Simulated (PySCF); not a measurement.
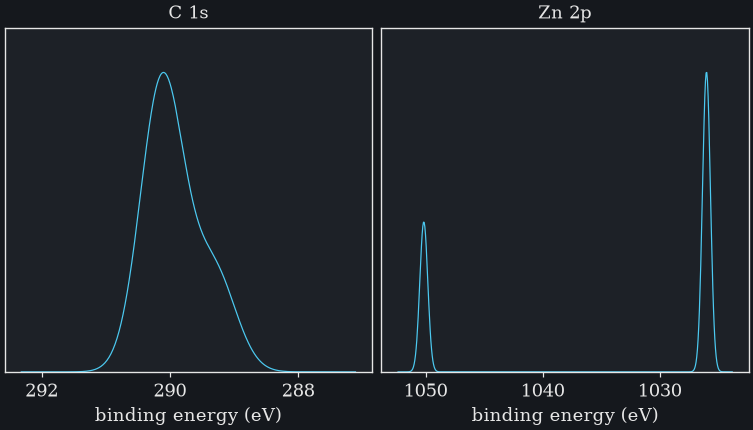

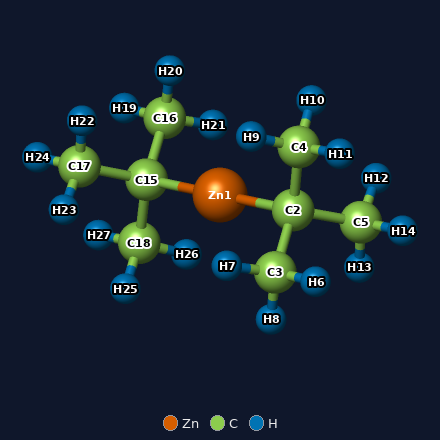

Simulated XPS of C₈H₁₈Zn, SMILES C[C](C)(C)[Zn][C](C)(C)C, singlet. Vertical core-electron binding energies by ΔSCF (SCAN, pcX-2 on the ionised atom (unc-x2c-TZVPall on a metal), pcseg-1 elsewhere, spin-free X2C; PySCF, at a PBE0-D3(BJ)/def2-SVP geometry (no frequency check)), gas phase, against the vacuum level. One atom of each kind was ionised; within a panel, areas follow the number of like atoms and 2j + 1 (2p levels are split by first-order spin-orbit coupling, an approximation), each panel is scaled alone, Gaussians of 0.8 eV full width. Only the regions named are shown.

> Which atoms give which peak?

```csv
level,atoms,binding energy (eV)
C 1s,"C3, C4, C5, C16, C17, C18",290.1
C 1s,"C2, C15",289.3
Zn 2p1/2,Zn1,1050.2
Zn 2p3/2,Zn1,1026.0
```

> How large is the chemical shift across the C 1s region?

0.8 eV, from C2, C15 at 289.3 eV to C3, C4, C5, C16, C17, C18 at 290.1 eV.

Note: metal 2p levels are good to about 1 eV.
